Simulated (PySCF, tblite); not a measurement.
# C4H13FN2Si2: geometry, infrared bands and NMR shifts

Wanted: the infrared bands and NMR shifts of C4H13FN2Si2 (`C[C@@H]1N[SiH2]N(C)[SiH2][C@@H]1F`), by calculation.

Programs: tblite 0.8.0 and PySCF 2.14.0, with density-fitted response routines of our own. Each step states its level of theory. These are calculated values for one molecule in the gas phase, unless marked as measured. Atoms are numbered from 0 throughout.

## Step 1: Starting geometry

22 atoms, charge 0, multiplicity 1; geometry from: force field or distance geometry start.

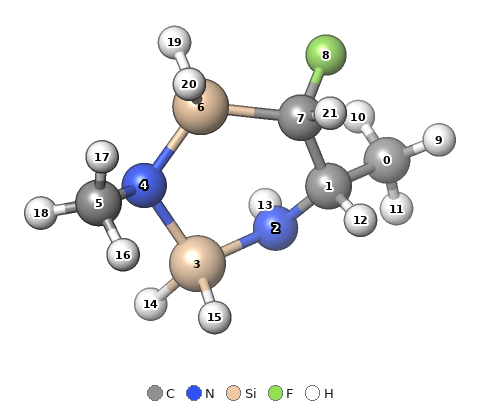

As it starts; carbon grey, nitrogen blue, silicon light orange, fluorine green, hydrogen white, atoms numbered.

## Step 2: Relaxing the molecule with GFN2-xTB

The job: settings as JSON, then the geometry in Å.

```
{"job": {"kind": "relax", "xc": "GFN2-xTB", "basis": "xTB"}, "charge": 0, "multiplicity": 1}
C     -2.877900    -0.030800    -0.266400
C     -1.493900     0.141500     0.321200
N     -0.895400     1.208500    -0.394100
Si     0.754600     1.634100    -0.010300
N      1.769100     0.241700    -0.449600
C      2.996000     0.200800     0.287300
Si     0.888400    -1.269200    -0.339600
C     -0.833000    -1.184600     0.235000
F     -1.597100    -2.005100    -0.603400
H     -3.548900    -0.641700     0.366600
H     -2.709900    -0.471500    -1.279000
H     -3.263900     0.997200    -0.443600
H     -1.661000     0.361600     1.420400
H     -1.135100     1.182800    -1.404600
H      1.150900     2.751000    -0.891500
H      0.971500     2.094300     1.374000
H      2.841000     0.835500     1.201900
H      3.197200    -0.840600     0.628400
H      3.793200     0.610800    -0.358300
H      0.919600    -1.984600    -1.625700
H      1.631100    -2.136000     0.607700
H     -0.906900    -1.676200     1.237300
```

The run is started by

```bash
$ OMP_NUM_THREADS=1 python probes_run.py task.json out
```

One launch serves the whole session: the jobs run in the order shown.

**Question.** This job is followed by: GFN2-xTB harmonic vibrations, gas phase; GIAO PBE0/pcSseg-1 NMR shielding, non-relativistic, gas phase. What will the session give for the following? strongest single infrared mode (GFN2-xTB); zero-point energy (GFN2-xTB); ¹³C shifts against TMS (PBE0/pcSseg-1); ¹H shifts against TMS (PBE0/pcSseg-1, means over atoms taken as alike); ¹⁵N shifts against NH3 (PBE0/pcSseg-1); ²⁹Si shifts against TMS (PBE0/pcSseg-1); ¹⁹F shifts against CFCl3 (PBE0/pcSseg-1).

**Answer**, as computed:

```
                                                              quantity                                                     value
                             strongest single infrared mode (GFN2-xTB)                                     2213 cm⁻¹, 498 km/mol
                                          zero-point energy (GFN2-xTB)                                            105.0 kcal/mol
                                ¹³C shifts against TMS (PBE0/pcSseg-1)                                93.0, 51.3, 31.4, 23.3 ppm
¹H shifts against TMS (PBE0/pcSseg-1, means over atoms taken as alike)  5.07, 5.07, 4.97, 4.83, 4.55, 3.07, 2.66, 1.43, 1.06 ppm
                                ¹⁵N shifts against NH3 (PBE0/pcSseg-1)                                             37.3, 5.2 ppm
                               ²⁹Si shifts against TMS (PBE0/pcSseg-1)                                          -29.5, -34.2 ppm
                              ¹⁹F shifts against CFCl3 (PBE0/pcSseg-1)                                                -268.5 ppm
```

In words: The optimisation took 124 steps and gained 1.397 eV; among the close pairs (by a distance rule), Si6–C7 changed most, from 1.817 to 1.916 Å. No mode is imaginary among the 60: a minimum at this level. The strongest single mode, at 2213 cm⁻¹, moves mainly H15. Unscaled tight-binding wavenumbers are off by several per cent, some by more. Its intensities can rank the bands wrongly. C7 (sp3 CH bonded to F and Si) lies farthest downfield among carbon, at 93.0 ppm; deshielded by the electronegative neighbour. At PBE0/pcSseg-1: The largest span, 78 ppm, is at Si6, where the paramagnetic term is -504 ppm.
